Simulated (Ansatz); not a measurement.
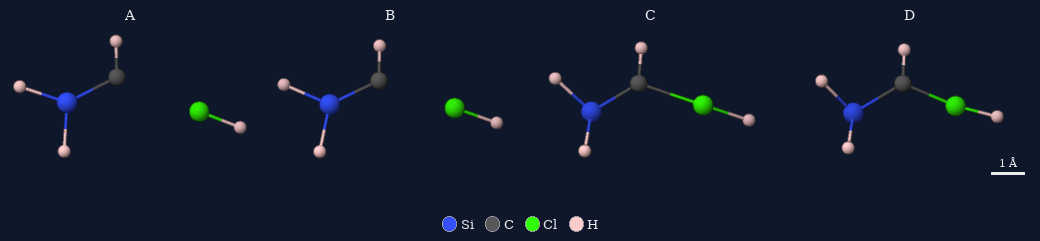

4 geometries from one relaxation of CH4ClSi (charge −1), in shuffled order. A ball-and-stick model, seen face on.

It is one of the separated reactants of a reaction.

Method: Ansatz 0.2.0, RKS PBE-D4/def2-SVPD. (force threshold 0.03 eV/Å; at most 250 steps)

Put them in the order of the run, from the start to the converged end.

Answer. D, C, B, A. They are steps 0, 3, 6, 21, at +66.7 kcal/mol, +20.4 kcal/mol, +2.12 kcal/mol relative to the last. The atom that moves furthest after the best rigid fit is an H atom (0.78 Å). Largest moves by element: H 0.78 Å, Si 0.75 Å, Cl 0.75 Å, C 0.41 Å. Some distances before and after: C–Cl 1.829 → 2.759 Å, Cl–Si 3.184 → 4.095 Å, C–Si 1.963 → 1.727 Å, Cl–H 1.330 → 1.358 Å. Bonds break, among them: C–Cl (1.83 → 2.76 Å). Bond angles that change, for instance: C–Si–H 90.6° → 134.3°, C–Si–H 95.9° → 120.6°, H–Si–H 93.8° → 105.0°. The energy falls by 66.7 kcal/mol in 17 accepted moves (21 points after the start). Largest force component: 3.4 eV/Å at the start, 0.0055 eV/Å at the end. The line search rejected the trial steps at points 8, 13, 15, 16 of the run. The forces were under the threshold at step 17, but the run went on from there.
